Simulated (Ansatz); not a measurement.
Ag$_{3}$O (charge +1)

```xyz
4

Ag    1.7595   -1.0884    0.0310
Ag   -1.7859   -0.9352   -0.4660
Ag    0.0370    2.0368    0.3638
O    -0.0105   -0.0132    0.0712
```

Geometry: B3LYP-D4/def2-SVP; core potentials replace the inner electrons of Ag.

Computed with Ansatz 0.2.0, RKS PBE0-D4/def2-TZVP.

**What can the converged electron density and electron localisation function tell about the bonding?**

Ag–O (2.07 Å): the density is about 0.64 e/Å³ at the midpoint; the ELF peaks at about 0.85 in the valence shell of O, 0.5 Å from its nucleus, and drops to about 0.15 between the two atoms.

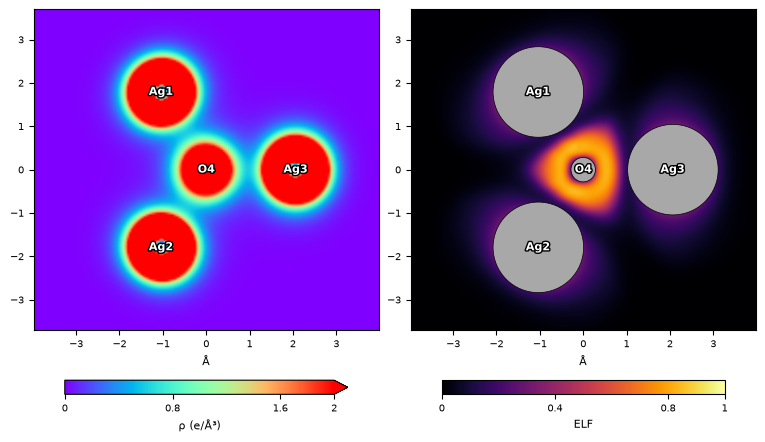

Computed electron density and electron localisation function on the molecular plane, in this order. Grey discs cover the atomic cores in the ELF map. 
